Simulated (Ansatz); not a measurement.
## Electronic structure of C₂H₄BClO in real space

```json
{"atom": "Cl", "x (Å)": "-1.6279", "y (Å)": "2.1393", "z (Å)": "0.9096"}
{"atom": "B", "x (Å)": "-0.7341", "y (Å)": "0.7941", "z (Å)": "0.2572"}
{"atom": "C", "x (Å)": "0.6591", "y (Å)": "0.1010", "z (Å)": "0.4839"}
{"atom": "C", "x (Å)": "0.0912", "y (Å)": "-0.7774", "z (Å)": "-0.6370"}
{"atom": "O", "x (Å)": "-1.1635", "y (Å)": "-0.0318", "z (Å)": "-0.7336"}
{"atom": "H", "x (Å)": "1.5480", "y (Å)": "0.6748", "z (Å)": "0.2244"}
{"atom": "H", "x (Å)": "0.8155", "y (Å)": "-0.4007", "z (Å)": "1.4382"}
{"atom": "H", "x (Å)": "0.6185", "y (Å)": "-0.7319", "z (Å)": "-1.5905"}
{"atom": "H", "x (Å)": "-0.1183", "y (Å)": "-1.8137", "z (Å)": "-0.3695"}
```

Geometry: PBE0-D4/def2-TZVP.

Method: RKS PBE0-D4/def2-TZVPP in Ansatz.

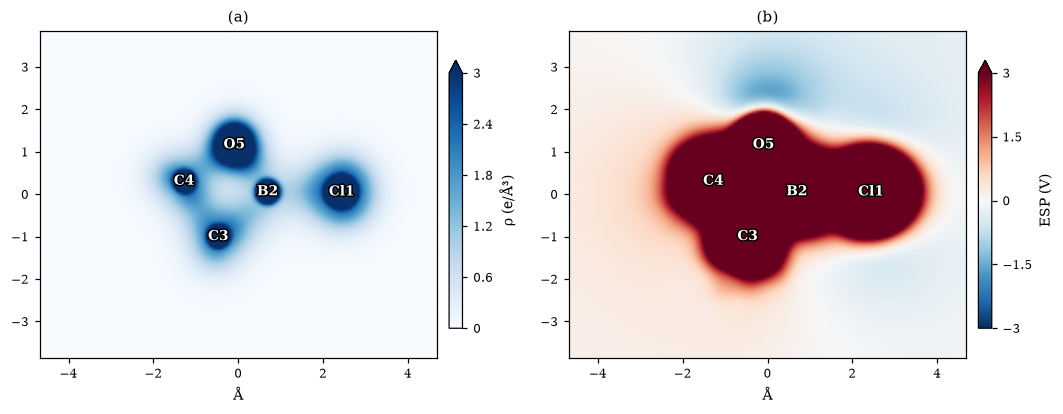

Figure 1. (a) electron density; (b) molecular electrostatic potential on the plane of atoms Cl1, B2 and O5.

> What does the map show?

The plane passes through Cl, B, C and O nuclei. B–O (1.36 Å): the density is about 2.2 e/Å³ at the midpoint. C–O (1.46 Å): the density is about 1.8 e/Å³ at the midpoint, with its minimum of 1.6 e/Å³ about 0.5 Å from C. C–C (1.53 Å): the density is about 1.6 e/Å³ at the midpoint. C–B (1.57 Å): ρ is about 1.4 e/Å³ halfway. B–Cl (1.74 Å): ρ at the midpoint is about 1.4 e/Å³. Outside the dense part of the molecule the potential is most negative (−1.6 V) near O5.

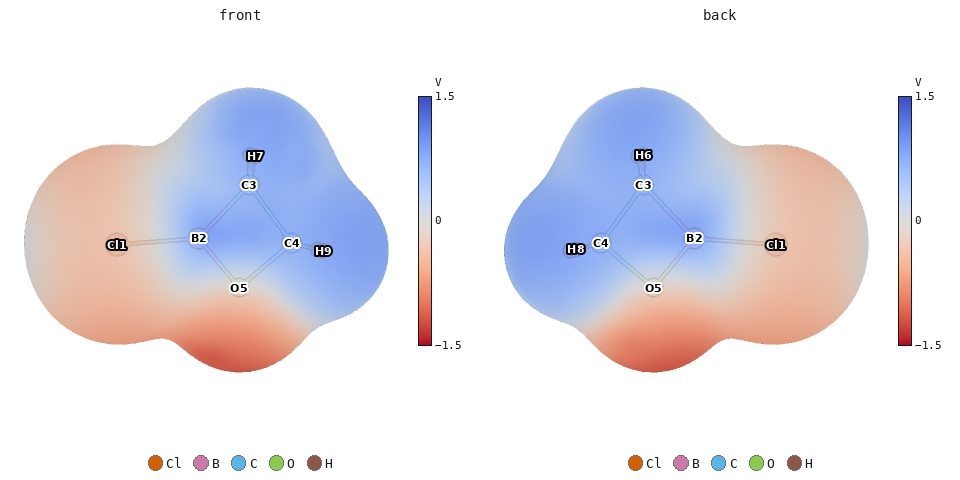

Figure 2. The electrostatic potential painted on the density surface at 0.001 e/bohr³, seen from the front and from behind; red is negative and blue positive.

> Which sites attract a positive test charge, and which a negative one?

A positive charge is drawn to the negative regions and a negative charge to the positive ones. The most negative region (about −1.2 V, or −28 kcal/mol for a unit charge) lies over O5, the most positive (about +0.8 V, or +18 kcal/mol for a unit charge) over the B and H atoms. O5 is the likeliest acceptor of a hydrogen bond.

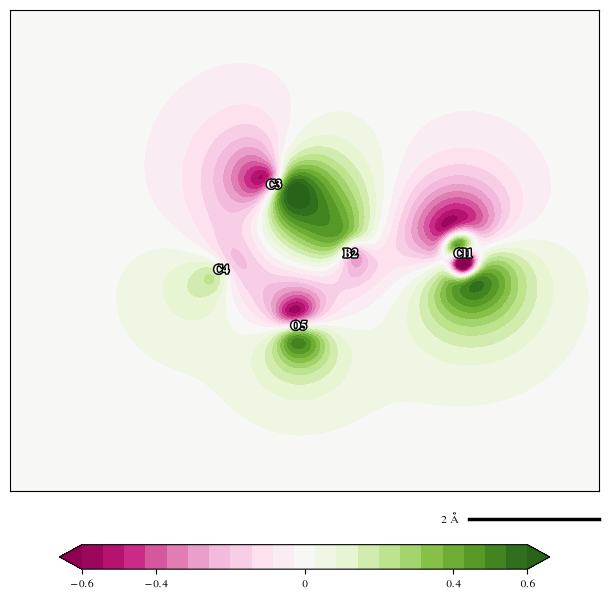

Figure 3. The HOMO on the plane of atoms C3, B2 and O5 (values in Å⁻³ᐟ²; the overall sign is arbitrary).

> Describe this orbital and give its energy.

By Hirshfeld shares it lies mainly on Cl1 (about 45 %), C3 (about 25 %), B2 (about 15 %) and O5 (about 10 %). Its energy is −8.64 eV.
